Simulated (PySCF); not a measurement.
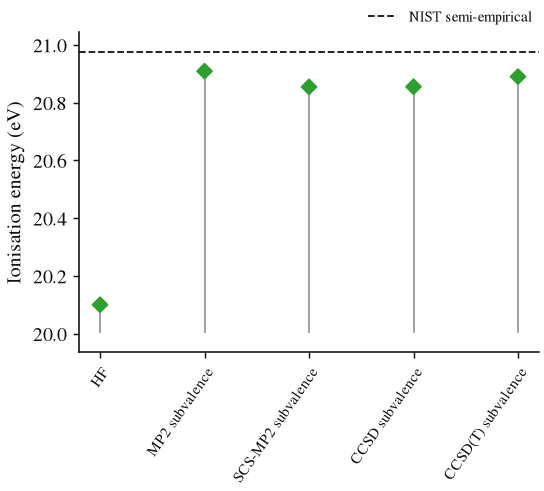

The ionisation energy of Xe⁺ ([Kr] 4d¹⁰ 5s² 5p⁵ → [Kr] 4d¹⁰ 5s² 5p⁴) across levels of theory. PySCF, x2c-TZVPPall, spin-free X2C-1e, unrestricted single determinants, no spin-orbit coupling. Methods marked “subvalence” freeze 28 core electrons.

**Summarise the spread and list the values.**

The values run from 20.100 eV (HF) to 20.909 eV (MP2 subvalence). The NIST semi-empirical value is 20.975 ± 0.004 eV; nearest to it come MP2 subvalence (−0.066) and CCSD(T) subvalence (−0.085), furthest HF (−0.875 eV).

| Method | Ionisation energy (eV) |
| --- | --- |
| HF | 20.100 |
| MP2 subvalence | 20.909 |
| SCS-MP2 subvalence | 20.854 |
| CCSD subvalence | 20.855 |
| CCSD(T) subvalence | 20.890 |

Caveat: spin-orbit shift not estimated.
